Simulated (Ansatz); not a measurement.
# AlSiH₃ (singlet): from Hartree-Fock to the top rungs, cc-pVDZ

Aim: climb from Hartree-Fock through coupled cluster and multireference methods for AlSiH₃ (singlet) at one geometry and basis, and see what each rung misses.

Method: cc-pVDZ, core rule «outside noble gas», up to 10 orbitals frozen; program: Ansatz 0.2.0, Gaussian basis.

The runs, in order: UHF; CCSD(T) on RHF; BCCD(T) on RHF; CISD; CCSDT(Q) on RHF; CCSDTQ on RHF; CASSCF and MRCISD+Q, 10 electrons in 11 orbitals; CASSCF and NEVPT2, 10 electrons in 11 orbitals.

3 further runs of the same task are left out: 2 for a known fault of the program, 1 set aside as unsound or not needed.

## (1) The system

The geometry is a PBE0/def2-TZVP stationary point (not a proven minimum).

5 atoms, charge 0, spin multiplicity 1.

Atoms are counted from 1 here; the program's logs count them from 0.

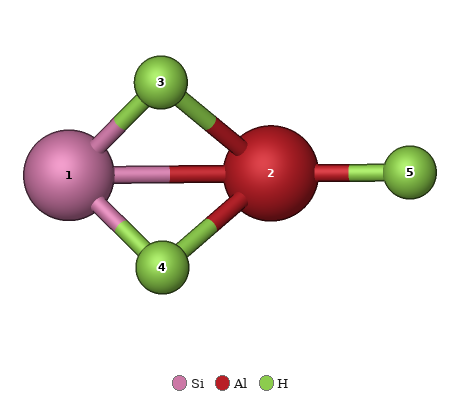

The structure; silicon pink, aluminium red, hydrogen green; atoms are numbered from 1 in the order of the file.

Geometry (Å):

| atom | x (Å) | y (Å) | z (Å) |
| --- | --- | --- | --- |
| Si1 | -0.00683 | 0.00000 | 1.14795 |
| Al2 | -0.07406 | 0.00000 | -1.11392 |
| H3 | 0.82876 | 1.02494 | 0.21302 |
| H4 | 0.82876 | -1.02494 | 0.21302 |
| H5 | 0.51543 | 0.00000 | -2.59430 |

## (2) UHF

The input, in.yaml:

```yaml
crystal:
  periodic: [false, false, false]
  atoms:
    - {symbol: Si, position_ang: [-0.006834, 0.000000, 1.147946]}
    - {symbol: Al, position_ang: [-0.074061, 0.000000, -1.113916]}
    - {symbol: H, position_ang: [0.828756, 1.024945, 0.213016]}
    - {symbol: H, position_ang: [0.828757, -1.024944, 0.213016]}
    - {symbol: H, position_ang: [0.515433, 0.000000, -2.594301]}
basis:
  gaussian: {orbitals: cc-pVDZ}
magnetization: {spin_polarized: true, initial_magnetization: 0}
hamiltonian: {xc: hf}
output: {orbitals: {seedname: orbitals}}
```

On the command line:

```
$ ansatz run in.yaml --threads 1 --pin off --events-out ev --progress --plain --max-ram 4096MiB --backend cpu
```

The runs that follow: CCSD(T) on RHF; BCCD(T) on RHF; CISD; CCSDT(Q) on RHF; CCSDTQ on RHF; CASSCF and MRCISD+Q, 10 electrons in 11 orbitals; CASSCF and NEVPT2, 10 electrons in 11 orbitals.

**Question.** What will the summary of the whole plan be? Wanted: RCCSDTQ below the RHF energy; RMP2 from RCCSDTQ; RCCSD from RCCSDTQ; RCCSD(T) from RCCSDTQ; RCCSDT(Q) from RCCSDTQ; NEVPT2 valence from RCCSDTQ; MRCISD+Q valence from RCCSDTQ; T1 diagnostic; effectively unpaired electrons.

As calculated:

| quantity | value |
| --- | --- |
| RCCSDTQ below the RHF energy | -5.8576 eV |
| RMP2 from RCCSDTQ | +1264.9 meV |
| RCCSD from RCCSDTQ | +265.0 meV |
| RCCSD(T) from RCCSDTQ | +50.8 meV |
| RCCSDT(Q) from RCCSDTQ | +1.0 meV |
| NEVPT2 valence from RCCSDTQ | +864.2 meV |
| MRCISD+Q valence from RCCSDTQ | +13.7 meV |
| levels within 1 kcal/mol (43 meV) | RCCSDT, RCCSDT(Q), MRCISD+Q valence |
| T1 diagnostic | 0.017 |
| effectively unpaired electrons | 0.08 |

RCCSD(T) lands +50.8 meV from the yardstick (0.9 % of the correlation energy). One determinant dominates. Of the multireference levels listed MRCISD+Q valence comes nearest in total energy (+13.7 meV), which doesn't show that its space is the better one. These misses are within one basis, not against nature.
